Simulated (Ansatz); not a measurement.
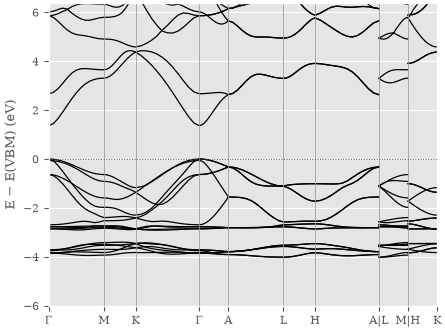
Figure. Band structure from plane-wave PAW PBE (Ansatz code)

**Question.** Read off the gap and where the band edges lie.

**Answer.** About 1.4 eV (1.37 eV by a search for the band edges); maximum at Γ, minimum at Γ.

**Question.** Which compound is it?
(A) ZnO, wurtzite
(B) AgI, wurtzite
(C) BeSe, wurtzite
(D) SnC, wurtzite

**Answer.** B, AgI, wurtzite

Space group P6_3mc (wurtzite). The cell was relaxed with PBE under the symmetry of its start. The run is not spin-polarised. Spin–orbit coupling is left out wherever it is not named.

Potentials: the earlier of the program's two PAW sets.
